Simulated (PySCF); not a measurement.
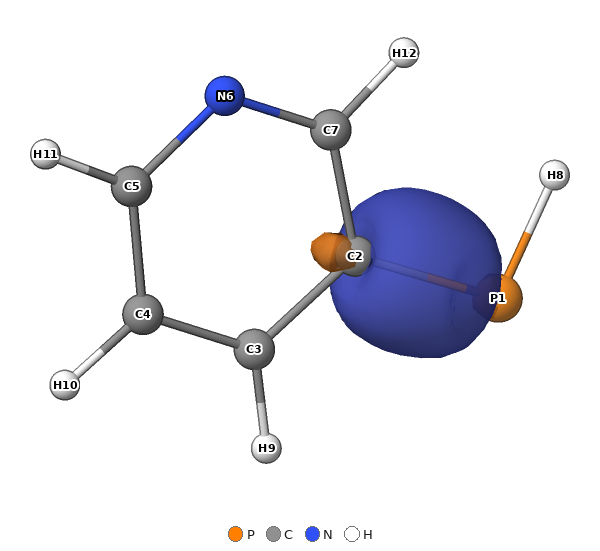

Figure 1: C$_{5}$H$_{5}$NP, charge −1, SMILES `[PH-]c1cccnc1`. Intrinsic bond orbitals (IBO), occupied; each surface holds about 70 % of the orbital's density. Energies are diagonal elements of the Fock matrix.

Level of theory: ωB97X/6-31+G* (PySCF), at a geometry from GFN2-xTB. No frequency check shows the geometry to be a minimum. GFN2-xTB bond lengths at metals and heavier atoms can be off by up to 0.1 Å and shapes distorted, which carries into these values.

Input script:

```python
import numpy as np
from pyscf import gto, scf, dft, lo
from pyscf.data.elements import chemcore

def solve(mol, dm0=None, hcore=None):
    mf = (dft.UKS if mol.spin else dft.RKS)(mol, xc='wb97x')
    mf.grids.level = 3
    mf = mf.density_fit(auxbasis='def2-universal-jkfit')
    mf.conv_tol, mf.max_cycle = 1e-8, 80
    if hcore is not None:
        mf.get_hcore = lambda *args: hcore
    mf.kernel(dm0)
    if not mf.converged:
        mf = mf.newton().run(mf.mo_coeff, mf.mo_occ, max_cycle=30)
    assert mf.converged, 'SCF not converged'
    return mf

mol = gto.M(atom='''
P     -2.31126     0.09944     0.00000
C     -0.55639     0.03206     0.00000
C      0.21616     1.21421     0.00000
C      1.58900     1.13871     0.00000
C      2.19721    -0.11126     0.00000
N      1.49867    -1.24593     0.00000
C      0.18815    -1.16873     0.00000
H     -2.47449    -1.27012     0.00000
H     -0.28873     2.17288     0.00000
H      2.19497     2.03913     0.00000
H      3.27733    -0.22059     0.00000
H     -0.33561    -2.12127     0.00000
''', basis='6-31+g*', charge=-1, spin=0, verbose=4)
mf = solve(mol)
occ_all = mf.mo_coeff[:, mf.mo_occ > 0]
occ = occ_all[:, chemcore(mol):]
loc = lo.ibo.ibo(mol, occ, iaos=lo.iao.iao(mol, occ_all))
fock, s = mf.get_fock(), mf.get_ovlp()
ortho = lo.orth_ao(mol, 'meta_lowdin')
ortho = lo.vec_lowdin(lo.iao.iao(mol, occ_all), s)
labels = lo.iao.reference_mol(mol).ao_labels(fmt=None)
vir = lo.vvo.livvo(mol, occ_all, mf.mo_coeff[:, mf.mo_occ == 0])
both = np.hstack([loc, vir])
p = (ortho.T @ s @ both) ** 2
pop = np.array([p[[l[0] == a for l in labels]].sum(0) for a in range(mol.natm)])
spd = np.array([[p[[l[0] == a and l[2][-1] == k for l in labels]].sum(0) for k in 'spd'] for a in range(mol.natm)])
eps = np.einsum('pi,pq,qi->i', both, fock, both)
for i in np.argsort(eps):
    top = np.argsort(-pop[:, i])[:3]
    print('%3d %s %9.4f Eh ' % (i + 1, 'occ' if i < loc.shape[1] else 'vir', eps[i]), '  '.join('%s%d %.3f' % (mol.atom_symbol(a), a + 1, pop[a, i]) for a in top))
np.savez('result.npz', c=both, nocc=loc.shape[1], pop=pop, spd=spd, eps=eps, e=mf.e_tot)
```

Command:

```sh
OMP_NUM_THREADS=1 python input.py
```

The run took 39 s on 1 thread of Intel(R) Xeon(R) Processor @ 2.50GHz (Skylake/Cascade Lake), on a shared host, peak memory 0.61 GiB.

What does this orbital represent?

σ bond C2–P1 (C2 60 %, P1 38 %; −11.9 eV).

How do all the valence pairs divide up?

18 pairs: 12 σ bonds, 3 delocalised π orbitals, 2 lone pairs and 1 strongly polarised pair.
